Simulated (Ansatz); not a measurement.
GeH2OSiSn

Input

```
basis:
  gaussian: {orbitals: def2-TZVPD}
crystal:
  periodic: [false, false, false]
  atoms:
    - symbol: Ge
      position_ang: [-1.265838, 0.696557, -0.938251]
    - symbol: O
      position_ang: [-1.657695, 0.802970, -4.045186]
    - symbol: Si
      position_ang: [-0.703936, -0.072927, -3.024227]
    - symbol: Sn
      position_ang: [-3.315856, 0.801671, -2.693036]
    - symbol: H
      position_ang: [0.054623, -1.165097, -3.725946]
    - symbol: H
      position_ang: [-1.107848, -0.479530, 0.074955]
hamiltonian: {xc: pbe0}
output: {forces: true, orbitals: {seedname: orbitals}}
```

Run with:

```sh
ansatz run input.yaml --threads 1 --pin off --max-ram 2610MiB --events-out events.jsonl --progress --plain --runs-dir runs
```

Geometry: r2SCAN-D4/def2-SVP; core potentials replace the inner electrons of Sn.

Theory: Ansatz, isolated molecule in a Gaussian basis; Kohn-Sham density functional theory, functional PBE0.

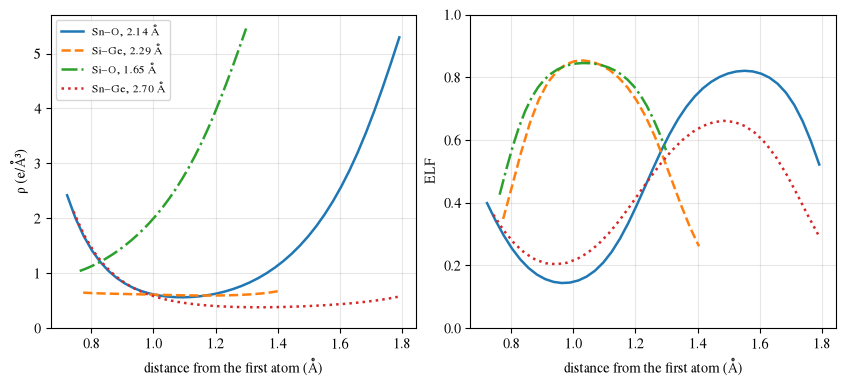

Figure 1. Electron density and electron localisation function along straight lines between neighbouring atoms. The curves leave out the atomic cores.

> Compare the contacts.

Sn–O (2.14 Å): ρ is about 0.56 e/Å³ halfway; the ELF peaks at about 0.80 in the valence shell of O, 0.6 Å from its nucleus, and drops to about 0.15 between the two atoms.
Si–Ge (2.29 Å): the density is about 0.59 e/Å³ at the midpoint; the ELF peaks at about 0.85 between the atoms: localised, covalent bonding.
Si–O (1.65 Å): ρ is about 1.2 e/Å³ halfway; the ELF peaks at about 0.85 between the atoms; a polar covalent bond.
Sn–Ge (2.70 Å): the density is about 0.38 e/Å³ at the midpoint; the ELF is about 0.60 at the midpoint.

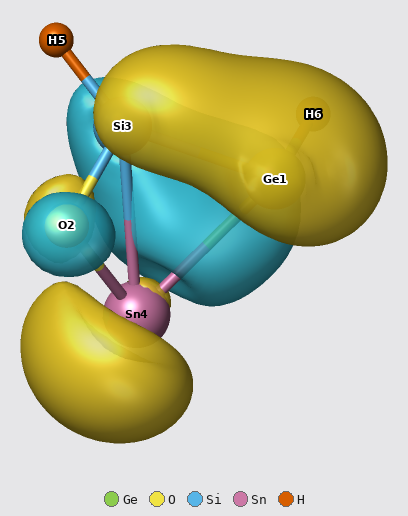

Figure 2. One frontier orbital at ±0.1 Å⁻³ᐟ² (yellow and cyan are the two phases), seen at a tilt.

> Which orbital is it: HOMO or LUMO?

The HOMO, at −5.91 eV. By Hirshfeld shares it lies mainly on Ge1 (about 40 %), Sn4 (about 30 %), Si3 (about 20 %) and O2 (about 5 %).
